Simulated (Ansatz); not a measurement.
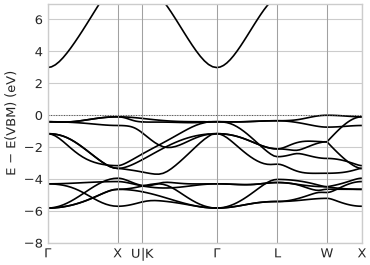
Figure: Band structure from LDA (plane waves, PAW; program Ansatz)

Problem. Read off the gap and where the band edges lie.

Solution. About 3.0 eV (2.99 eV by a search for the band edges); maximum at W, minimum at Γ.

Problem. Which of these materials gives this?
A. CsCl, rock salt
B. CdF2, fluorite
C. C, diamond

Solution. B, CdF2, fluorite

Space group Fm-3m (fluorite). The LDA relaxation kept the symmetry of its start. Spin–orbit coupling is left out wherever it is not named.

Potentials: the earlier of the program's two PAW sets. The files were generated under PBE; for other functionals the program regenerates the frozen cores, and for LDA and PBEsol the local potential too.
